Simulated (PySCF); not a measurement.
SMILES Oc1cccc[c]1 (C6H5O), doublet at its CAM-B3LYP/def2-SVP optimised geometry (Å):

```
12

O     -2.4301    -0.2190     0.0000
C     -1.0852    -0.1001     0.0000
C     -0.2788    -1.2254     0.0000
C      1.0909    -1.2254     0.0000
C      1.7387     0.0188    -0.0001
C      0.9765     1.1830    -0.0001
C     -0.4178     1.1317    -0.0001
H     -2.8294     0.6591     0.0002
H      1.6637    -2.1566     0.0001
H      2.8294     0.0689    -0.0001
H      1.4709     2.1566    -0.0002
H     -1.0022     2.0578    -0.0001
```

Computed with unrestricted CAM-B3LYP/def2-TZVP (PySCF). Cells within 0.4 Å of a nucleus heavier than hydrogen are left out (blank, or x).

Map of the HOMO−1 amplitude (α) (bohr^(-3/2)), clipped to [-0.25, 0.25] on the plane z = 0.0 Å; orbital energy -8.68 eV, overall sign arbitrary:

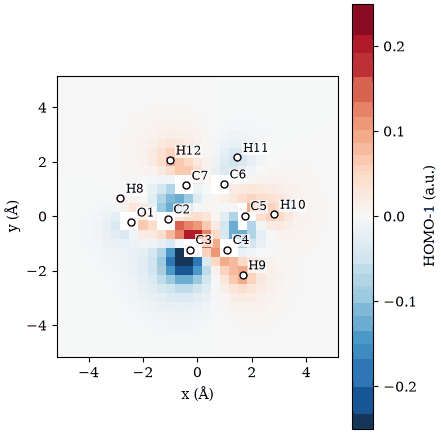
*HOMO−1 amplitude (α) (bohr^(-3/2)), clipped to [-0.25, 0.25] on the plane z = 0.0 Å.*
